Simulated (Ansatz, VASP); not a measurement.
# NaOs in two plane-wave programs

One calculation is typed for both programs; each brings its own data sets and cutoff. How far apart do they land? The cell is invented: As first built, before any earlier steps moved the atoms: it takes the NaPt structure with some of its atoms replaced by other elements, volume scaled by an estimate. It may not be a known or stable phase. The cell comes out of the VASP series on this material, whose earlier steps may have relaxed, scaled or displaced it; both programs get it as it stands.

Program: Ansatz 0.2.0. Level of theory: plane waves, with VASP 6.6.1 beside it; relaxation of cell and atoms at PBE. Results are calculated unless marked as measured.

## 1. The starting structure

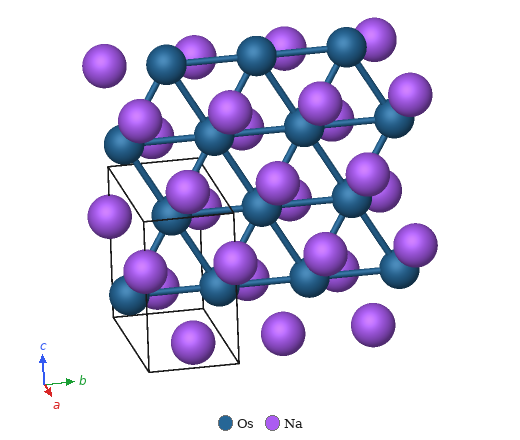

The cell as given, slightly off an axis (osmium blue, sodium purple). 1×3×2 cells are drawn. This picture shows the conventional cell, with its axes. Some periodic images of atoms are drawn too.

## 2. VASP: relaxation of cell and atoms, PBE

The relaxed volume is the usual yardstick between codes: its relative difference is about their pressure difference at one cell divided by the bulk modulus.

Lines of VASP's logs that name or quote its potential files are left out, and so is its time.

INCAR reads:

```
SYSTEM = NaOs
PREC = Accurate
ENCUT = 400
EDIFF = 1E-06
NELM = 100
ISMEAR = 1
SIGMA = 0.2
LREAL = .FALSE.
ALGO = Normal
GGA = PE
NBANDS = 13
LORBIT = 11
LWAVE = .FALSE.
LCHARG = .FALSE.
IBRION = 2
NSW = 60
ISIF = 3
EDIFFG = -0.01
```

POSCAR reads:

```
NaOs
1.0
    5.2344393500      0.0000000000      0.0000000000
    0.0000000000      1.3485587300      2.3336837300
    0.0000000000     -1.3485587300      2.3336837300
Os Na
1 1
Direct
    0.5000000000      0.3310243720      0.3310243720
    0.0000000000      0.6686081690      0.6686081690
```

KPOINTS reads:

```
Automatic mesh
0
Gamma
5 11 11
0 0 0
```

The projector-augmented-wave data sets are Os and Na_pv (PBE family, release 64).

Command:

```console
$ mpirun -np 1 vasp_std
```

Numbers of over 12 decimals in the logs are rounded to 6 here.

What it wrote:

```text
[banner, memory and clock lines left out]
running    1 mpi-ranks, on    1 nodes
 distrk:  each k-point on    1 cores,    1 groups
 distr:  one band on    1 cores,    1 groups

 POSCAR found type information on POSCAR OsNa
 POSCAR found :  2 types and       2 ions
 LDA part: xc-table for (Slater+PW92), standard interpolation
 POSCAR, INCAR and KPOINTS ok, starting setup
 FFT: planning ... GRIDC
 FFT: planning ... GRID_SOFT
 FFT: planning ... GRID
 WAVECAR not read
 entering main loop
       N       E                     dE             d eps       ncg     rms          rms(c)
DAV:   1     0.865669527941E+02    0.86567E+02   -0.66290E+03  2843   0.108E+03
DAV:   2    -0.655005662942E+01   -0.93117E+02   -0.83892E+02  2858   0.319E+02
DAV:   3    -0.118108003991E+02   -0.52607E+01   -0.49500E+01  3588   0.753E+01
DAV:   4    -0.118901997693E+02   -0.79399E-01   -0.79193E-01  3153   0.873E+00
DAV:   5    -0.118909694758E+02   -0.76971E-03   -0.76965E-03  3578   0.906E-01    0.103E+01
DAV:   6    -0.112899695047E+02    0.60100E+00   -0.80339E-01  3447   0.712E+00    0.367E+00
DAV:   7    -0.111675258563E+02    0.12244E+00   -0.10965E-01  3288   0.313E+00    0.129E+00
DAV:   8    -0.111416309032E+02    0.25895E-01   -0.25535E-02  3485   0.153E+00    0.168E-01
DAV:   9    -0.111417104524E+02   -0.79549E-04   -0.12760E-03  3338   0.471E-01    0.549E-02
DAV:  10    -0.111417279347E+02   -0.17482E-04   -0.62654E-05  3473   0.882E-02    0.154E-02
DAV:  11    -0.111417271070E+02    0.82767E-06   -0.71537E-06  3403   0.454E-02
   1 F= -.11141727E+02 E0= -.11142369E+02  d E =-.111417E+02
 curvature:   0.00 expect dE= 0.000E+00 dE for cont linesearch  0.000E+00
 trial: gam= 0.00000 g(F)=  0.907E-05 g(S)=  0.322E-04 ort = 0.000E+00 (trialstep = 0.100E+01)
 search vector abs. value=  0.413E-04
 bond charge predicted
       N       E                     dE             d eps       ncg     rms          rms(c)
DAV:   1    -0.111418588167E+02   -0.13088E-03   -0.54021E-03  3113   0.672E-01    0.526E-02
DAV:   2    -0.111417671019E+02    0.91715E-04   -0.12358E-04  3433   0.143E-01    0.311E-02
DAV:   3    -0.111417526930E+02    0.14409E-04   -0.17695E-05  3398   0.432E-02    0.164E-02
DAV:   4    -0.111417485365E+02    0.41565E-05   -0.46051E-06  3430   0.220E-02    0.274E-03
DAV:   5    -0.111417484362E+02    0.10027E-06   -0.30711E-07  1669   0.673E-03
   2 F= -.11141748E+02 E0= -.11142392E+02  d E =-.213293E-04
 trial-energy change:   -0.000021  1 .order   -0.000020   -0.000041    0.000001
 step:   0.9809(harm=  0.9809)  dis= 0.00046  next Energy=   -11.141747 (dE=-0.203E-04)
 reached required accuracy - stopping structural energy minimisation
```

OUTCAR, selected parts (step 2):

```text
ion  position               nearest neighbor table
   1  0.500  0.331  0.331-   2 3.04   2 3.04   2 3.04   2 3.04   2 3.05   2 3.05
   2  0.000  0.669  0.669-   1 3.04   1 3.04   1 3.04   1 3.04   1 3.05   1 3.05

  LATTYP: Found a base centered orthorhombic cell.
 ALAT       =     2.6971174600
 B/A-ratio  =     1.7305021117
 C/A-ratio  =     1.9407532032

 Subroutine GETGRP returns: Found  4 space group operations
 (whereof  4 operations were pure point group operations)

The static configuration has the point symmetry C_2v.

 Found    108 irreducible k-points:

   k-points           NKPTS =    108   k-points in BZ     NKDIM =    108   number of bands    NBANDS=     13

   dimension x,y,z NGX =    36 NGY =   18 NGZ =   18
   dimension x,y,z NGXF=    72 NGYF=   36 NGZF=   36

   ENCUT  =  400.0 eV  29.40 Ry    5.42 a.u.   8.54  4.40  4.40*2*pi/ulx,y,z

   NELECT =      15.0000    total number of electrons

 k-points in reciprocal lattice and weights: Automatic mesh
   0.00000000  0.00000000  0.00000000       0.002
   0.20000000  0.00000000  0.00000000       0.003
   0.40000000  0.00000000  0.00000000       0.003
   0.00000000  0.09090909 -0.00000000       0.007
   0.20000000  0.09090909 -0.00000000       0.013
   0.40000000  0.09090909 -0.00000000       0.013
   0.00000000  0.18181818 -0.00000000       0.007
   0.20000000  0.18181818 -0.00000000       0.013
   0.40000000  0.18181818 -0.00000000       0.013
[...]
0.20000000 -0.45454545  0.45454545       0.007
   0.40000000 -0.45454545  0.45454545       0.007

 average (electrostatic) potential at core
       1 -47.0356       2 -45.3731

 E-fermi :   5.0517

 k-point     1 :       0.0000    0.0000    0.0000
  band No.  band energies     occupation
    ...
      4      -2.8602      2.00000
      5       0.8393      2.00000
      6       3.2331      2.00000
      7       3.2555      2.00000
      8       4.6383      2.01280
      9       6.3165     -0.00000
     10       6.3237     -0.00000
     11       8.3073     -0.00000
     12      20.0075      0.00000
     13      21.0571      0.00000

 k-point     2 :       0.2000    0.0000    0.0000
  band No.  band energies     occupation
    ...
      4      -2.7633      2.00000
      5       0.9656      2.00000
      6       3.2328      2.00000
      7       3.2552      2.00000
      8       3.7468      2.00000
      9       6.3150     -0.00000
     10       6.3219     -0.00000
     11       9.4153      0.00000
     12      18.6276      0.00000
     13      21.1303      0.00000

 k-point     3 :       0.4000    0.0000    0.0000
  band No.  band energies     occupation
    ...
      4      -2.5961      2.00000
      5       1.4002      2.00000
      6       2.4422      2.00000
      7       3.2322      2.00000
      8       3.2545      2.00000
      9       6.3125     -0.00000
     10       6.3190     -0.00000
     11      11.0893      0.00000
     12      16.8099      0.00000
     13      21.2127      0.00000

  Total       -0.0098212      0.0009720      0.0034055      0.0000000      0.0000000      0.0000000
  in kB       -0.4773837      0.0472460      0.1655337      0.0000000      0.0000000      0.0000000
  external PRESSURE =      -0.0882013 kB  Pullay stress =       0.0000000 kB

  energy-cutoff  :      400.00
  volume of cell :       32.96
      direct lattice vectors                 reciprocal lattice vectors
     5.238808362  0.000000000  0.000000000     0.190883104  0.000000000  0.000000000
     0.000000000  1.348392793  2.333086207     0.000000000  0.370811831  0.214308412
     0.000000000 -1.348392793  2.333086207     0.000000000 -0.370811831  0.214308412

 POSITION                                       TOTAL-FORCE (eV/Angst)
 -----------------------------------------------------------------------------------
      2.61940      0.00000      1.54508         0.000000      0.000000      0.008965
      0.00000      0.00000      3.11937         0.000000      0.000000     -0.008965
 -----------------------------------------------------------------------------------
    total drift:                                0.000000      0.000000     -0.000524

  FREE ENERGIE OF THE ION-ELECTRON SYSTEM (eV)
  ---------------------------------------------------
  free  energy   TOTEN  =       -11.1417484362 eV

  energy  without entropy=      -11.1436804721  energy(sigma->0) =      -11.14239245

 reached required accuracy - stopping structural energy minimisation

 total charge
# of ion       s       p       d       tot
------------------------------------------
    1        0.695   0.557   5.877   7.129
    2        0.121   6.018   0.000   6.139
--------------------------------------------------
tot          0.816   6.575   5.877  13.268

[... 3 further parts left out ...]
```

CONTCAR:

```
NaOs
   1.00000000000000
     5.2388083619586654    0.0000000000000000    0.0000000000000000
     0.0000000000000000    1.3483927933505291    2.3330862072917173
     0.0000000000000000   -1.3483927933505291    2.3330862072917173
  Os              Na
     1     1
Direct
     0.5000000000000000    0.3311245757404530    0.3311245757404530
     0.0000000000000000    0.6685079652595509    0.6685079652595509
```

## 3. Ansatz: relaxation of cell and atoms, PBE

Ansatz runs on its default PAW (the set named soft_2) files.

The same cell, functional, mesh and smearing now go to Ansatz, which takes its cutoff from its data sets.

input.yaml reads:

```yaml
crystal:
  lattice:
    - [5.23443935, 0.0, 0.0]
    - [0.0, 1.34855873, 2.33368373]
    - [0.0, -1.34855873, 2.33368373]
  atoms:
    - { symbol: Os, position: [0.5, 0.331024372, 0.331024372] }
    - { symbol: Na, position: [0.0, 0.668608169, 0.668608169] }
hamiltonian:
  xc: pbe
  pseudopotentials: { kind: paw }
kpoints:
  mp_grid: { grid: [5, 11, 11] }
scf:
  occupations: { method: methfessel_paxton, width: 0.2 }
relax:
  f_tol: 0.01
  max_steps: 60
  cell: { stress_tol: 0.05 }
output:
  forces: true
  stress: true
  write_density: true
  write_potential: true
  elf: true
  volumetric_format: npy
```

Command:

```console
$ ansatz run input.yaml --threads 4 --pin off --max-ram 9216MiB --backend cpu --events-out ev --progress --plain --runs-dir out
```

What it wrote:

```text
Engine: ansatz 0.2.0, aarch64-unknown-linux-gnu
Pseudopotentials: kind: paw
Pseudopotential: Os, paw, valence charge 16, recommended cutoff 420 eV (normal), Os.paw.azcp
Pseudopotential: Na, paw, valence charge 9, recommended cutoff 420 eV (normal), Na.paw.azcp
Functional definition: PBE
  parameter kappa = 0.804
  parameter beta = 0.066725
  exchange = pbe_x(kappa = kappa, mu = beta*pi^2/3)
  correlation = pbe_c(beta = beta)
Crystal: 2 atoms, lattice volume = 32.947 Å³
Basis set: ecut = 420 eV, 659 PW (Γ), exchange–correlation on 72×40×40 points (8 copies of the dense FFT grid, shifted against one another)
Bands: 17, of which v1, the nominal top of the filled ones, is band 13 counted from 1 (12 counted from 0)
Symmetry: 4 space group operations
Space group: Amm2 (ITA 38), of the structure as read, at distance tolerance 3.2e-5 Å
k-points: 108 of 605 (time reversal used)
Non-local potential: Os, projectors of the file, l = 0: 3, l = 1: 2, l = 2: 2, l = 3: 1
Non-local potential: Na, projectors of the file, l = 0: 3, l = 1: 2, l = 2: 1
PAW form: soft (Blöchl's): semilocal exchange-correlation on the pseudo side does not see the compensation charge
PAW one-centre angular grid: Os, 590 points (default); XC on 64 Gauss nodes
PAW one-centre angular grid: Na, 110 points (default); XC on 64 Gauss nodes
Initial density: superposition of atomic densities (neutral atoms: chi_scale 0, normalization atom), corrected by the library's trained network
Initial wavefunctions: pseudopotential atomic-orbital guess
Functional: x = pbe(κ = 0.804, μ = 0.219515), c = pbe(β = 0.066725)
SCF iter   1: F=—  HF=-12869.529608 eV  |F-HF|=—  |Δ(HF+E_count)|=         —  Δρ=6.78e-3  dr2=7.15e-3  ethr=1.77e-3  ⟨swp⟩=4.1  Hψ=7554  notcnv=0
preconditioner: auto → none  [metal: Δε(μ)=0.000 eV  Ē_g=16.533 eV  σ=0.200 eV  W_gap=0.00  n_scr=4 (ndim 8)  ℏωp=25.1 eV  f_vac=0.000  D(μ)=1.23/eV (n_scr^D=4)  sad-step TF]
SCF iter   2: F=—  HF=-12869.529473 eV  |F-HF|=—  |Δ(HF+E_count)|=   1.34e-4  S|Δr|=    0.00e0  Δρ=3.72e-3  dr2=2.58e-3  ethr=2.86e-5  ⟨swp⟩=1.7  Hψ=2932  notcnv=0
SCF iter   3: F=—  HF=-12869.529170 eV  |F-HF|=—  |Δ(HF+E_count)|=   3.04e-4  S|Δr|=    0.00e0  Δρ=2.84e-4  dr2=2.47e-5  ethr=1.03e-5  ⟨swp⟩=2.0  Hψ=2122  notcnv=0
SCF iter   4: F=—  HF=-12869.529184 eV  |F-HF|=—  |Δ(HF+E_count)|=   1.42e-5  S|Δr|=    0.00e0  Δρ=8.67e-5  dr2=1.14e-6  ethr=9.89e-8  ⟨swp⟩=2.2  Hψ=2658  notcnv=0
SCF iter   5: F=-12869.529184 eV  HF=-12869.529184 eV  |F-HF|=1.49e-9  |Δ(HF+E_count)|=   1.86e-7  S|Δr|=    0.00e0  Δρ=1.50e-5  dr2=5.68e-8  ethr=4.00e-10  ⟨swp⟩=8.0  Hψ=12370  notcnv=0
SCF 1 converged in 5 iterations: F = -12869.529184 eV  dr2 = 5.68e-8
  Residual-converged pass: ⟨swp⟩=1.0  Hψ=2269  notcnv=0  max |occ|·‖R‖ = 7.0e-9 eV (tolerance 1.0e-8 eV)  dr2=5.68e-8  dr2_onsite=3.53e-9  max |Δocc| = 2.2e-10
  greatest PAW one-centre occupation: 1.000 electrons in one spin orbital (limit 2), on the Os atom at site 0 (counted from 0), in its partial waves of l = 0
relax step   1: F+E_penalty+E_count = -12869.52918402 eV  Δ(F+E_penalty+E_count) = +0.000e0 eV  max|allowed force component| = 9.348e-3 eV/Å  Δτ_max = 0.0000 Å  P = +0.478 GPa  Ω = 32.947 Å³  (5 SCF iters, dr2 threshold 1.00e-7 eV, accepted)
[...]
relax step   2: F+E_penalty+E_count = -12869.52910454 eV  Δ(F+E_penalty+E_count) = +7.949e-5 eV  max|allowed force component| = 1.975e-3 eV/Å  Δτ_max = 0.0109 Å  P = -0.452 GPa  Ω = 33.228 Å³  energy of the carried Pulay correction = -6.071e-5 eV  (4 SCF iters, dr2 threshold 2.00e-7 eV, rejected (line search))
[...]
relax step   3: F+E_penalty+E_count = -12869.52945328 eV  Δ(F+E_penalty+E_count) = -2.693e-4 eV  max|allowed force component| = 1.498e-3 eV/Å  Δτ_max = 0.0080 Å  P = -0.031 GPa  Ω = 33.088 Å³  energy of the carried Pulay correction = -3.118e-5 eV  (6 SCF iters, accepted)
[...]
relax step   4: F+E_penalty+E_count = -12869.52945825 eV  Δ(F+E_penalty+E_count) = -4.968e-6 eV  max|allowed force component| = 5.876e-4 eV/Å  Δτ_max = 0.0011 Å  P = -0.010 GPa  Ω = 33.083 Å³  energy of the carried Pulay correction = -3.011e-5 eV  (3 SCF iters, dr2 threshold 9.96e-9 eV, accepted)
[...]
relax step   5: F+E_penalty+E_count = -12869.52948743 eV  Δ(F+E_penalty+E_count) = -2.918e-5 eV  max|allowed force component| = 5.692e-4 eV/Å  Δτ_max = 0.0000 Å  P = -0.011 GPa  Ω = 33.083 Å³  stress off target by 2.13e-2 GPa  SCF on the basis re-selected at this cell (its energy is not comparable with the rows above)  (4 SCF iters)
basis re-selected at this cell: Δ(F+E_penalty+E_count) = -2.918e-5 eV, ΔP = -0.001 GPa vs the last step (what re-selecting the basis moved, of the pressure what is left beyond the Pulay correction that the steps carried, after the strain that the cell walked since its last selection, with what the two solves' SCF thresholds leave and, on support functions, any second-order correction that the steps lacked; it is no m [...]
SCF converged after 4 iterations
Stability not checked: this state was not tested for a lower state beside it, because cold or Methfessel-Paxton smearing, or corrected tetrahedra, fill the levels in a way that the test cannot read (fill_not_monotonic; see scf.lower_state_search)
Free energy (F): -12869.529487 eV
Harris-Foulkes:  -12869.529487 eV  (|F-HF|=7.28e-12)
Internal energy: -12869.531547 eV  (E = F + TS)
E sigma→0 (E₀):  -12869.530002 eV
Entropy (-TS):   0.002059 eV (1.030 meV/atom)
Fermi energy:    13.637775 eV
--- Per-component energies (eV) ---
  E_band       = -380.689451
  E_kinetic    = 680.666524
  E_local      = -2412.369704  (includes V_loc(G=0)·N_el)
  E_nonlocal   = 114.078132
  E_hartree    = 909.032848
  E_xc         = -304.720616
  E_vxc        = -332.806803  (∫ρ·V_xc dr)
  E_paw        = -9274.413189  (= ΣΔE_a)
  E_vpaw       = -248.323295  (= ΣTr[D̂ρ^β])
  E_aug_tail   = -0.000124  (compensation charges beyond the density's cutoff)
  E_ewald      = -2581.805417
  E_smearing   = 0.002059  (= −TS)
  E_closure    = 0.000000  (closes the sum)
  Σ components = -12869.529487   (vs F -12869.529487, Δ=0.00e0)
--- Forces (eV/Å), atoms counted from 1 ---
  atom   1  Os     0.00000000     0.00000000     0.00056964
  atom   2  Na     0.00000000     0.00000000    -0.00056882
  max |Σ_I F_I| component: 8.28e-7 eV/Å
--- Stress (GPa, compression-positive) ---
       -0.016687       0.000000       0.000000
        0.000000      -0.021286       0.000000
        0.000000       0.000000       0.003572
  P = ⅓ Tr σ = -0.0115 GPa (-0.115 kbar)
--- Band table (eV; the first three rows and the last of 108) ---
  k-point 0: bands = [... 9 lower, 9.4112, 11.8255, 11.8297, 13.1796, 14.9141, 14.9153, 16.8652, 28.2306]
  k-point 1: bands = [... 9 lower, 9.6133, 11.5817, 12.1245, 12.6376, 14.8247, 15.4293, 17.0205, 28.6226]
  k-point 2: bands = [... 9 lower, 10.1006, 11.1883, 11.7109, 12.9766, 14.5904, 16.3355, 17.4681, 26.6365]
  k-point 107: bands = [... 9 lower, 9.8007, 12.6468, 13.4534, 14.3638, 16.8950, 17.8532, 20.2208, 21.0467]
--- Relaxed structure (4 steps of the walk, 3 accepted, 1 SCFs on fresh bases) ---
  F+E_penalty+E_count = -12869.52948743 eV   max|allowed force component| = 5.692e-4 eV/Å   (the final SCF, on the basis selected at the relaxed cell)
  cell:  # Å, volume = 33.0833 Å³
    - [5.247205, 0.0, 0.0]
    - [0.0, 1.349231, 2.336492]
    - [0.0, -1.349231, 2.336492]
  atoms:
    - { symbol: Os, position: [0.5, 0.332992, 0.332992] }
    - { symbol: Na, position: [0.0, 0.666641, 0.666641] }
```

Wall time 7 s (4 threads of Arm Neoverse V1, shared host); peak memory 0.4 GiB.

## 4. Side by side

Known differences besides the PAW data sets themselves: both relaxations stop at a tolerance, which leaves soft axes loose, and VASP keeps its plane-wave basis; the data sets hold 25 valence electrons in Ansatz (default PAW (the set named soft_2) files) and 15 in VASP; the cutoff is 420 eV in Ansatz and 400 eV in VASP; VASP leaves aspherical gradient terms in its spheres out (LASPH is not set), Ansatz keeps them; Ansatz adds a Pulay correction to the stress that steers its cell, VASP none. Total energies have different zeros and are not compared.

The two programs side by side:

| quantity | Ansatz | VASP | difference |
| --- | --- | --- | --- |
| volume (Å³) | 33.08 | 32.96 | +0.37 % |
| edge a after relaxation, in the typed setting (Å) | 5.247 | 5.239 | +0.16 % |
| edge b after relaxation, in the typed setting (Å) | 2.698 | 2.695 | +0.13 % |

The walks stopped with -0.01 GPa left in Ansatz and -0.01 GPa in VASP; each walk ends within a tolerance, so the volume difference is uncertain by about these residues over the bulk modulus, most in soft cells.

## 5. Outcome

* difference in volume (relaxation of cell and atoms, PBE): 0.37 %

What this shows: The difference in volume is 0.37 % (relaxation of cell and atoms, PBE), within the 1.2 % picked in this series as the mark of a large difference, as far as the stopping tolerances let one tell. How closely two codes agree says nothing of how well the functional describes the real material.

[Lines on the potential files, build, host, timing and source positions are cut from VASP's logs without a mark.]

[Logs are printed without paths, hosts, clocks, repeated set-up lines and the standing remarks that a program may print on its own settings, such as how far it seeks lower states.]

[Hosts, paths, dates, database ids (printed as entryN), source tags and the programs' standing remarks are cut or masked in the printed files.]
